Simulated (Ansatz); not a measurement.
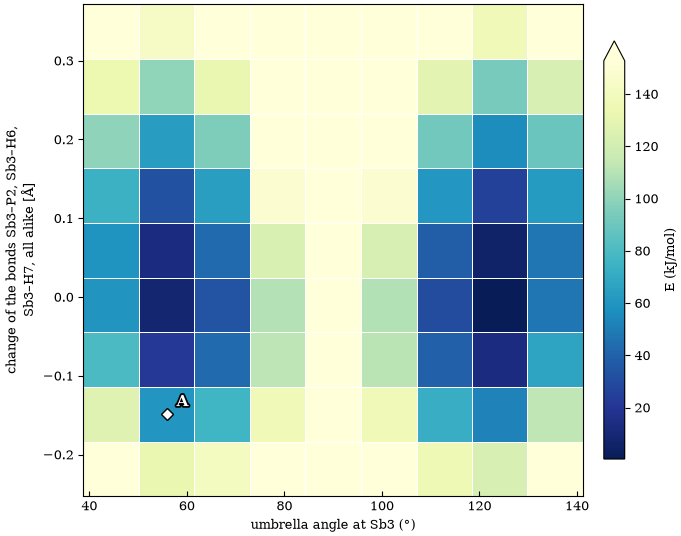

H₄OPSb, SMILES O[PH][SbH2]. Coordinates scanned: (1) umbrella angle at Sb3 (between each of its bonds and their common axis; 90 is planar); (2) change of the bonds Sb3–P2, Sb3–H6, Sb3–H7, all alike. Nothing is relaxed (all other coordinates rigid). The scan uses a 9 × 9 grid. Points are written as (first, second). All energies are given in kJ/mol relative to the relaxed molecule at the same level. Energies and slopes of some neighbouring points disagree (a jump in structure or state, or too coarse a mesh). These are results of RKS BHLYP-D4/def2-TZVP in Ansatz, not measurements.

Drawn: one coloured cell a grid point, one colour for all values above the top of the scale, the point A.

### Is A at rest? If not, where is it pushed?

A, at (55.9°, −0.149 Å), is not a stationary point. The computed force is 1.8 kJ/mol for each degree towards larger values of the first coordinate and 780 kJ/mol for each Å towards larger values of the second coordinate.
